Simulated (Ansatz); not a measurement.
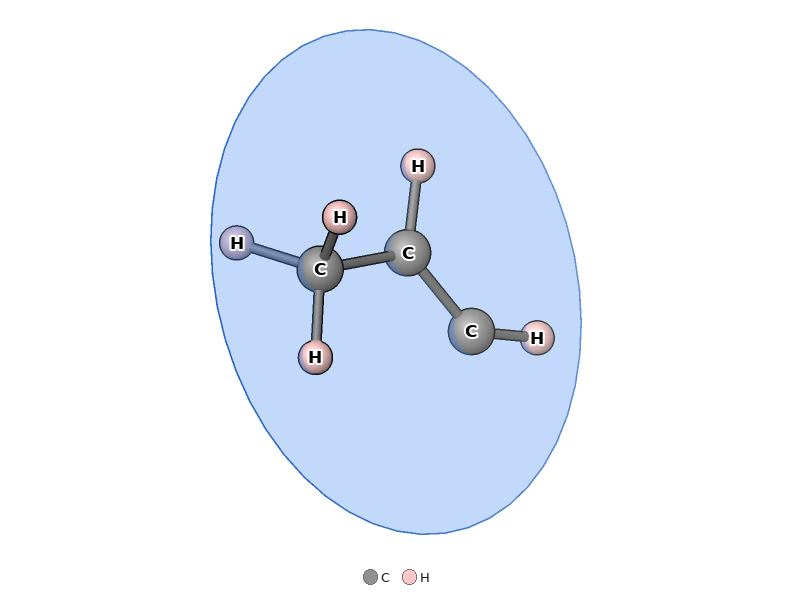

All proper rotation axes (lines) and mirror planes (discs) of the structure are drawn in. Distant atoms are faded towards the background colour. Charge 0, doublet. The computed structure is the end point of a PBE0-D4/def2-TZVP optimisation. No frequency run is at hand to confirm it as a minimum.

> Name the symmetry elements and the point group.

It has 1 mirror plane. Point group Cs. The group has 2 operations. The geometry is achiral, and symmetry allows a dipole moment.
